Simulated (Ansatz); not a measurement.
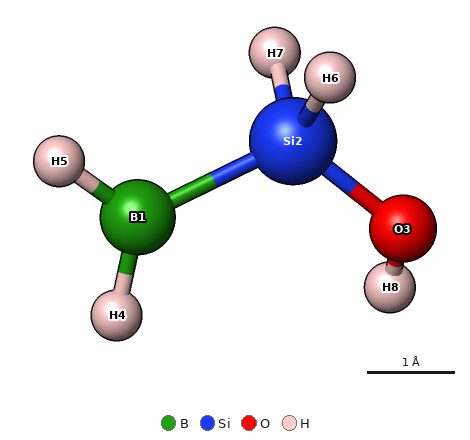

Figure 1. The input geometry (ball-and-stick view, seen at a tilt; atoms are numbered from 1 in the order of the input).

**Run report: BSiH5O, molecular dynamics**

- system: BSiH5O, SMILES B[SiH2]O
- method: RKS BLYP/6-31G* (Ansatz 0.2.0)

The geometry comes from this level: PBE0-D4/def2-TZVP. Figures and captions count atoms from 1; the log counts them from 0 in places.

### Output
```
Functional definition: BLYP
  name "BLYP"
  cite "Becke, Phys. Rev. A 38, 3098 (1988) doi:10.1103/PhysRevA.38.3098"
  cite "Lee, Yang & Parr, Phys. Rev. B 37, 785 (1988) doi:10.1103/PhysRevB.37.785"
  parameter beta = 0.0042
  parameter a = 0.04918
  parameter b = 0.132
  parameter c = 0.2533
  parameter d = 0.349
  exchange = b88_x(beta = beta)
  correlation = lyp_c(a = a, b = b, c = c, d = d)
710 factors; their error is unknown
mean field evaluation 1: about -10674.1596 eV, gradient 5.7e1 eV
mean field evaluation 2: about -10602.6459 eV, gradient 1.6e2 eV
mean field evaluation 4: about -10680.0440 eV, gradient 8.0e0 eV
mean field evaluation 8: about -10680.1717 eV, gradient 1.7e-1 eV
mean field -10680.17176597 eV, -392.4890731189 hartree, gradient 3.1e-5 eV, S^2 0.000000; 0 other end points of the search recorded, 0 dependent functions left out
the calculation of the forces begins
reference -10680.17207326 eV, -392.4890844116 hartree; 16, 16 occupied and 43, 43 virtual orbitals, 710 factors
md step     0: t =     0.00 fs  T =  1312.5 K  F+E_penalty+E_count = -10680.17176597 eV  E_kin = 1.357230 eV  (24 SCF iters)
these checks for a lower state are left out or cut short: starts, cluster_reference, orbital_swaps, neighbouring_geometries, increment
710 factors; their error is unknown
mean field evaluation 16: about -10679.5853 eV, gradient 6.3e0 eV
mean field -10679.69740514 eV, -392.4716406801 hartree, gradient 8.6e-6 eV, S^2 0.000000; 0 other end points of the search recorded, 0 dependent functions left out
[... from here on the field's lines of each further geometry are left out, up to the last ...]
md step     1: t =     2.00 fs  T =  1022.8 K  F+E_penalty+E_count = -10679.69740514 eV  E_kin = 1.057628 eV  (27 SCF iters)
md step     2: t =     4.00 fs  T =   661.6 K  F+E_penalty+E_count = -10679.12957185 eV  E_kin = 0.684124 eV  (26 SCF iters)
md step     3: t =     6.00 fs  T =   648.4 K  F+E_penalty+E_count = -10679.08860149 eV  E_kin = 0.670485 eV  (25 SCF iters)
md step     4: t =     8.00 fs  T =  1134.4 K  F+E_penalty+E_count = -10679.45838405 eV  E_kin = 1.173059 eV  (27 SCF iters)
md step     5: t =    10.00 fs  T =   978.8 K  F+E_penalty+E_count = -10679.47790025 eV  E_kin = 1.012173 eV  (27 SCF iters)
md step     6: t =    12.00 fs  T =   548.6 K  F+E_penalty+E_count = -10678.65144420 eV  E_kin = 0.567255 eV  (26 SCF iters)
md step     7: t =    14.00 fs  T =  1012.5 K  F+E_penalty+E_count = -10679.54294856 eV  E_kin = 1.046989 eV  (27 SCF iters)
md step     8: t =    16.00 fs  T =   915.2 K  F+E_penalty+E_count = -10679.44130672 eV  E_kin = 0.946382 eV  (27 SCF iters)
md step     9: t =    18.00 fs  T =   790.9 K  F+E_penalty+E_count = -10679.14549108 eV  E_kin = 0.817859 eV  (27 SCF iters)
md step    10: t =    20.00 fs  T =   821.0 K  F+E_penalty+E_count = -10679.10356903 eV  E_kin = 0.849027 eV  (26 SCF iters)
md step    11: t =    22.00 fs  T =  1208.6 K  F+E_penalty+E_count = -10679.51612054 eV  E_kin = 1.249827 eV  (26 SCF iters)
md step    12: t =    24.00 fs  T =  1147.1 K  F+E_penalty+E_count = -10679.71533138 eV  E_kin = 1.186209 eV  (27 SCF iters)
md step    13: t =    26.00 fs  T =   885.6 K  F+E_penalty+E_count = -10679.11525015 eV  E_kin = 0.915773 eV  (27 SCF iters)
md step    14: t =    28.00 fs  T =   963.5 K  F+E_penalty+E_count = -10679.42409966 eV  E_kin = 0.996337 eV  (28 SCF iters)
md step    15: t =    30.00 fs  T =   706.7 K  F+E_penalty+E_count = -10679.06123428 eV  E_kin = 0.730819 eV  (28 SCF iters)
md step    16: t =    32.00 fs  T =   598.4 K  F+E_penalty+E_count = -10678.96284616 eV  E_kin = 0.618823 eV  (27 SCF iters)
md step    17: t =    34.00 fs  T =   912.8 K  F+E_penalty+E_count = -10679.14998159 eV  E_kin = 0.943862 eV  (27 SCF iters)
md step    18: t =    36.00 fs  T =  1003.5 K  F+E_penalty+E_count = -10679.40290074 eV  E_kin = 1.037735 eV  (26 SCF iters)
md step    19: t =    38.00 fs  T =   745.7 K  F+E_penalty+E_count = -10678.97459724 eV  E_kin = 0.771135 eV  (27 SCF iters)
the calculation of the forces begins
reference -10679.46668073 eV, -392.4631617142 hartree; 16, 16 occupied and 43, 43 virtual orbitals, 710 factors
710 factors; their error is unknown
mean field -10679.46637471 eV, -392.4631504682 hartree, gradient 1.4e-5 eV, S^2 0.000000; 1 other end points of the search recorded, 0 dependent functions left out
the calculation of the forces begins
reference -10679.46668073 eV, -392.4631617142 hartree; 16, 16 occupied and 43, 43 virtual orbitals, 710 factors
md step    20: t =    40.00 fs  T =  1041.2 K  F+E_penalty+E_count = -10679.46637471 eV  E_kin = 1.076688 eV  (26 SCF iters)
```

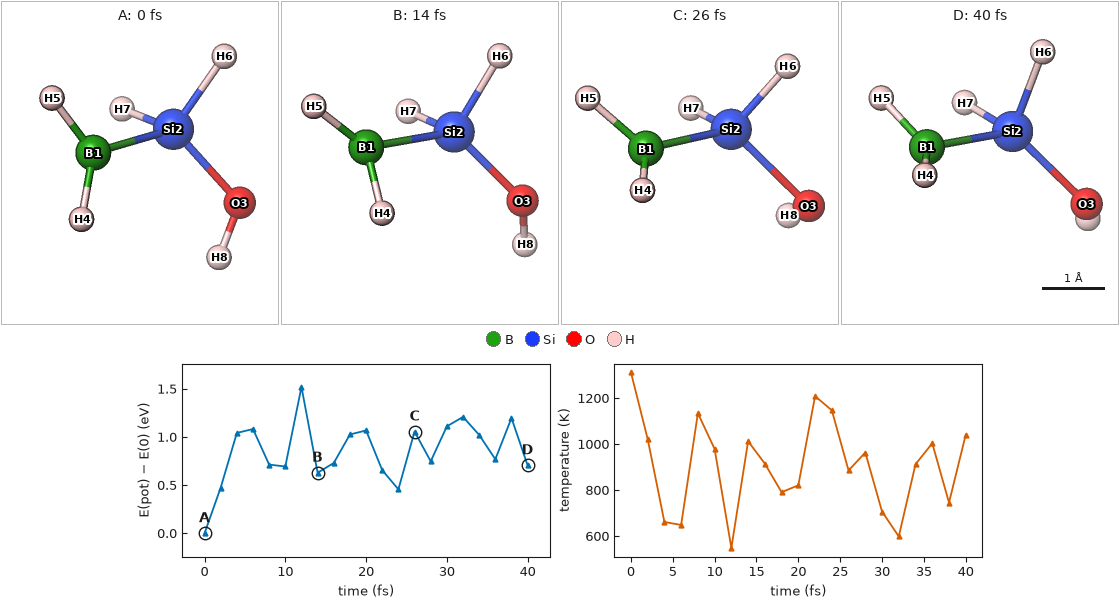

Figure 2. Frames of the molecular dynamics (ball-and-stick, seen at an oblique angle) above the curves, on which the letters mark them. The trajectory kept here has 21 frames over 40 fs. The temperature starts at 1312 K, ranges from 549 to 1312 K and averages 912 K over the second half. The potential energy ends 0.705 eV above its first value. After an unweighted best fit of the last frame on the first, the root-mean-square displacement is 0.66 Å, and H8 has moved furthest (1.06 Å).

```
Total energy: -10679.46668073 eV, -392.4631617142 hartree
Atom 0 at    -0.946838     0.853310    -0.780489 Å, force     3.646802    -0.982392     0.048981 eV/Å
Atom 1 at     0.622280    -0.007556     0.324304 Å, force    -0.765565    -0.727518    -0.245186 eV/Å
Atom 2 at     0.456828    -1.401846     1.377649 Å, force     0.761025     0.417258    -0.734056 eV/Å
Atom 3 at    -2.071053     1.082654    -0.642259 Å, force    -0.914306     0.321279    -0.154209 eV/Å
Atom 4 at    -0.042612     1.239656    -1.598752 Å, force    -1.687029     0.361923     0.269303 eV/Å
Atom 5 at     0.906398     1.353968     0.983459 Å, force     0.183500    -0.422673     0.191195 eV/Å
Atom 6 at     1.809905    -0.219808    -0.656383 Å, force    -0.576030    -0.016800     0.532633 eV/Å
Atom 7 at     1.109684    -2.148466     1.209914 Å, force    -0.648396     1.048923     0.091339 eV/Å
Dipole moment:     0.102704    -0.123546    -0.174309 e Å
```

### Trajectory as extended XYZ (Å, eV, eV/Å), 12 of the 21 frames kept, from step=0 to step=20
```
8
Properties=species:S:1:pos:R:3:forces:R:3 step=0 time_fs=0.0 energy=-10680.17177 temperature=1312.5
B    -0.9319    0.6072   -0.8051   -0.0060   0.0515  -0.0151
Si    0.6197    0.0664    0.3436    0.0016   0.5138  -0.4532
O     0.4198   -1.3067    1.2451    0.2591  -0.1250   1.0891
H    -1.8632   -0.1043   -1.0505   -0.1276  -0.0720  -0.0517
H    -0.9227    1.6862   -1.3242   -0.0320   0.1380  -0.0840
H     0.9652    1.1265    1.3264    0.0665   0.1467   0.1263
H     1.7767   -0.0680   -0.6009    0.2079   0.0532  -0.1717
H     0.0285   -2.0645    0.8097   -0.3695  -0.7063  -0.4397
8
Properties=species:S:1:pos:R:3:forces:R:3 step=2 time_fs=4.0 energy=-10679.12957 temperature=661.6
B    -0.8998    0.6828   -0.8395   -2.1378  -1.3028  -0.0422
Si    0.6086    0.0392    0.3538    1.7588   2.0393  -2.1399
O     0.4259   -1.2965    1.2335   -0.6349  -2.7893   1.2799
H    -2.0014   -0.3462   -0.9137    2.1731   2.4622  -0.1939
H    -0.9598    1.8326   -1.3800   -0.1104  -1.4391   0.4310
H     0.9824    1.1528    1.3478   -0.1259  -0.5236  -0.3219
H     1.9014   -0.1210   -0.6751   -1.2399   0.2109   0.9603
H     0.1598   -2.2187    0.9501    0.3168   1.3424   0.0267
8
Properties=species:S:1:pos:R:3:forces:R:3 step=4 time_fs=8.0 energy=-10679.45838 temperature=1134.4
B    -0.8958    0.7448   -0.8741   -1.1479  -3.0822   1.8904
Si    0.6059    0.0145    0.3634    1.0288   2.2448  -2.8888
O     0.4350   -1.3148    1.2310   -0.5004  -1.0156   2.0012
H    -1.8540   -0.2257   -0.7734    1.1721   2.0106  -0.8133
H    -0.9987    1.7975   -1.3900   -0.1261   0.2861  -0.4440
H     0.9685    1.1055    1.3020    0.1011   0.0733   0.3575
H     1.8197   -0.1556   -0.6128   -0.4452   0.0934   0.4470
H     0.3499   -2.2526    1.0814   -0.0824  -0.6104  -0.5500
8
Properties=species:S:1:pos:R:3:forces:R:3 step=5 time_fs=10.0 energy=-10679.47790 temperature=978.8
B    -0.9045    0.7640   -0.8812    1.5002  -1.0379   2.0313
Si    0.6091    0.0034    0.3656   -0.2982   1.7862  -2.4404
O     0.4385   -1.3301    1.2410   -0.7307  -0.8009   1.8881
H    -1.7067   -0.0442   -0.7309   -1.7403  -0.6664  -0.6422
H    -1.0324    1.7833   -1.4193   -0.0142   0.7207  -0.6269
H     0.9663    1.0649    1.2691    0.3035   0.7428   0.9798
H     1.7356   -0.1685   -0.5398    0.9582  -0.1305  -0.6303
H     0.4538   -2.2751    1.1180    0.0215  -0.6140  -0.5594
8
Properties=species:S:1:pos:R:3:forces:R:3 step=7 time_fs=14.0 energy=-10679.54295 temperature=1012.5
B    -0.8994    0.8112   -0.8645    0.3269  -0.1939   0.8582
Si    0.6115   -0.0093    0.3626   -0.5477   1.7861  -0.7196
O     0.4410   -1.3608    1.2766   -0.5828  -1.5968   1.0007
H    -1.7979    0.0723   -0.6743   -1.0375  -0.1685  -0.4447
H    -1.1028    1.8283   -1.5483    0.5319  -0.7583   0.4854
H     1.0070    1.0992    1.2874   -0.0527  -0.0386   0.2973
H     1.7220   -0.1929   -0.4998    1.5285  -0.2726  -1.1235
H     0.6452   -2.3231    1.1351   -0.1667   1.2426  -0.3537
8
Properties=species:S:1:pos:R:3:forces:R:3 step=9 time_fs=18.0 energy=-10679.14549 temperature=790.9
B    -0.8941    0.8539   -0.8485   -2.8394  -2.2353   0.8573
Si    0.6141   -0.0093    0.3508    1.6267   0.8770  -0.5134
O     0.4420   -1.4044    1.3189   -0.6346   0.9624   0.0039
H    -2.1588    0.0919   -0.6664    2.5211   1.6141  -0.4573
H    -1.0889    1.8038   -1.6058    0.6320  -0.4526   0.5033
H     1.0493    1.1650    1.3311   -0.4199  -0.9550  -0.5995
H     1.8914   -0.2588   -0.5883   -0.9977   0.2003   0.6431
H     0.8037   -2.2675    1.0629    0.1117  -0.0107  -0.4375
8
Properties=species:S:1:pos:R:3:forces:R:3 step=11 time_fs=22.0 energy=-10679.51612 temperature=1208.6
B    -0.9192    0.8660   -0.8255   -2.3413  -2.1524   0.9807
Si    0.6318   -0.0039    0.3308    0.5192  -0.5164   0.2554
O     0.4342   -1.4389    1.3698    0.9497  -0.1976  -2.0218
H    -2.1911    0.3799   -0.7222    2.2486   0.6507   0.0513
H    -0.9743    1.7468   -1.6051    0.6863   0.5801  -0.2659
H     1.0305    1.0654    1.3343   -0.1083  -0.0831  -0.2590
H     1.8865   -0.2893   -0.5775   -0.8006   0.2026   0.4664
H     0.9636   -2.2193    0.9465   -1.1535   1.5162   0.7930
8
Properties=species:S:1:pos:R:3:forces:R:3 step=13 time_fs=26.0 energy=-10679.11525 temperature=885.6
B    -0.9510    0.8470   -0.8046    5.9522   1.4581  -0.9178
Si    0.6518    0.0082    0.3116   -1.5273  -1.8371   0.8257
O     0.4332   -1.4594    1.4022   -1.2441   3.3299  -0.7781
H    -1.9908    0.7461   -0.7630   -5.3860  -1.1372   0.7232
H    -0.7216    1.7619   -1.6567    0.3775  -0.8736   0.8230
H     1.0215    0.9346    1.3494    0.3472   1.2349   0.4616
H     1.8305   -0.3388   -0.5419    0.0505   0.0902  -0.1785
H     1.0006   -2.0181    0.9157    1.4300  -2.2652  -0.9590
8
Properties=species:S:1:pos:R:3:forces:R:3 step=15 time_fs=30.0 energy=-10679.06123 temperature=706.7
B    -0.9464    0.8389   -0.7924   -0.9504   1.3386  -0.1063
Si    0.6586    0.0133    0.2969   -2.4545  -0.8054   3.4681
O     0.4312   -1.4540    1.4182    1.7583   0.8057  -3.2247
H    -2.3048    0.9754   -0.7130    2.6474  -0.6841   0.0045
H    -0.4277    1.6695   -1.5936   -0.5724  -0.7522   0.4864
H     1.0927    1.0112    1.4053   -0.2370   0.0690  -0.9541
H     1.7782   -0.3304   -0.5055    1.2125  -0.2283  -1.1255
H     1.1254   -1.9993    0.8767   -1.4041   0.2569   1.4517
8
Properties=species:S:1:pos:R:3:forces:R:3 step=16 time_fs=32.0 energy=-10678.96285 temperature=598.4
B    -0.9522    0.8420   -0.7899   -1.4196   0.6137   0.8556
Si    0.6550    0.0139    0.2964   -1.8943  -0.8302   3.2232
O     0.4362   -1.4492    1.4161    1.0582   1.5067  -2.5434
H    -2.3645    1.0344   -0.6813    3.1790  -0.7164  -0.2315
H    -0.3181    1.5641   -1.5259   -0.5477   0.1327  -0.3745
H     1.1060    1.0834    1.3728   -0.3312  -0.2900  -1.1067
H     1.7966   -0.3297   -0.5402    0.5744  -0.0593  -0.6599
H     1.1327   -1.9730    0.9228   -0.6187  -0.3572   0.8372
8
Properties=species:S:1:pos:R:3:forces:R:3 step=18 time_fs=36.0 energy=-10679.40290 temperature=1003.5
B    -0.9807    0.8553   -0.7885    2.6753  -0.7544   1.0562
Si    0.6424    0.0103    0.3067   -1.0490  -1.3258   1.2832
O     0.4475   -1.4341    1.3997    0.6029   1.6506  -1.5880
H    -2.1359    1.0420   -0.6555   -0.3069   0.0354  -0.2243
H    -0.1189    1.3473   -1.4832   -0.9745   0.6926  -0.7486
H     1.0192    1.2397    1.1826   -0.0325  -0.4471  -0.4948
H     1.8464   -0.3286   -0.6269   -0.7062   0.3048   0.4005
H     1.1479   -2.0349    1.0522   -0.2091  -0.1560   0.3158
8
Properties=species:S:1:pos:R:3:forces:R:3 step=20 time_fs=40.0 energy=-10679.46637 temperature=1041.2
B    -0.9468    0.8533   -0.7805    3.6468  -0.9824   0.0490
Si    0.6223   -0.0076    0.3243   -0.7656  -0.7275  -0.2452
O     0.4568   -1.4018    1.3776    0.7610   0.4173  -0.7341
H    -2.0711    1.0827   -0.6423   -0.9143   0.3213  -0.1542
H    -0.0426    1.2397   -1.5988   -1.6870   0.3619   0.2693
H     0.9064    1.3540    0.9835    0.1835  -0.4227   0.1912
H     1.8099   -0.2198   -0.6564   -0.5760  -0.0168   0.5326
H     1.1097   -2.1485    1.2099   -0.6484   1.0489   0.0913
```

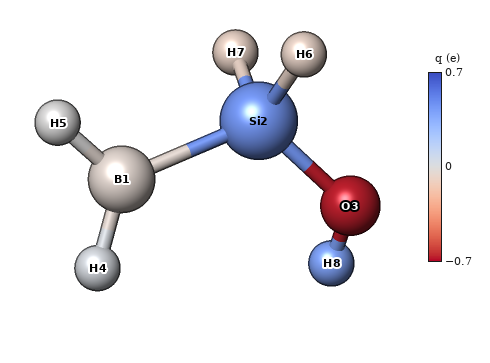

Figure 3. Mulliken charges, as the colour of each atom (ball-and-stick view, seen at a tilt; atoms are numbered from 1 in the order of the input). By element: B −0.04, Si +0.44, O −0.66 and H −0.08 to +0.39 e.

The run was set up as follows.

### Input file
```yaml
crystal:
  periodic: [false, false, false]
  atoms:
    - {symbol: B, position_ang: [-0.931926, 0.607171, -0.805092]}
    - {symbol: Si, position_ang: [0.619727, 0.066430, 0.343604]}
    - {symbol: O, position_ang: [0.419822, -1.306655, 1.245127]}
    - {symbol: H, position_ang: [-1.863189, -0.104347, -1.050525]}
    - {symbol: H, position_ang: [-0.922741, 1.686233, -1.324195]}
    - {symbol: H, position_ang: [0.965216, 1.126496, 1.326429]}
    - {symbol: H, position_ang: [1.776714, -0.067963, -0.600864]}
    - {symbol: H, position_ang: [0.028478, -2.064466, 0.809717]}
basis:
  gaussian: {orbitals: "6-31G*"}
hamiltonian: {xc: {name: BLYP}}
md: {timestep: 2 fs, n_steps: 20, ensemble: nvt_langevin, temperature: 1500, initial_velocities: maxwell_boltzmann, friction: 0.01, seed: 768}
```

Run as:
```bash
ansatz run in.yaml --threads 2 --pin off --events-out ev --progress --plain --max-ram 4352MiB
```

### Results in brief

```csv
quantity,value
outcome,finished
mean temperature over the second half,912 K
trajectory,"20 steps, 40 fs"
ensemble,nvt_langevin
temperature in the input,1500 K
time step,2 fs
potential energy (last step),−10679.4667 eV
SCF solution under orbital rotations (last step),stable
largest force (length of the vector) (last step),3.777 eV/Å
dipole moment (last step),1.14 D
hardware,"2 threads of Arm Neoverse V2, 23 GiB of memory available, shared host"
wall time,14 s (CPU time 26 s)
peak memory,0.34 GiB
```

### Remarks

So short a trajectory is not equilibrated. The logged temperature at the start can lie below the typed one, since it is counted over all degrees of freedom. The temperature stays far from the 1500 K of the thermostat over the second half: the run isn't equilibrated.
